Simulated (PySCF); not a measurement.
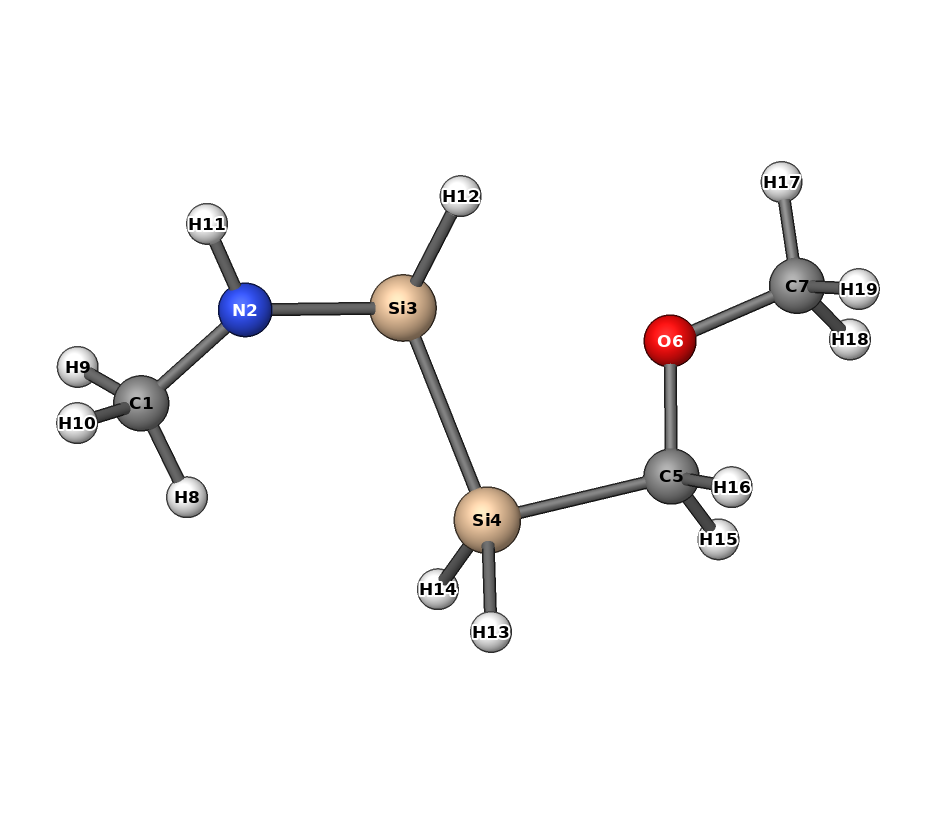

The questions are on Mulliken spin populations. The species is neutral and a spin doublet. The computed structure is the end point of a GFN2-xTB optimisation. No frequency run is at hand to confirm it as a minimum. Properties computed with UKS B3LYP, pcH-1 on C H N O Si, non-relativistic (PySCF 2.14.0).

List the Mulliken spin populations.

```tsv
atom	value (e)
C1	−0.01
N2	0.18
Si3	0.69
Si4	0.08
C5	0.00
O6	0.00
C7	0.00
H8	0.00
H9	0.01
H10	0.00
H11	−0.01
H12	0.01
H13	0.04
H14	0.00
H15	0.00
H16	0.00
H17	0.00
H18	0.00
H19	0.00
```

Mulliken values depend strongly on the basis set. The geometry is semi-empirical. Around Si such bond lengths and angles can be off by a tenth of an ångström or more and by several degrees, and values that hang on the shape move with them.
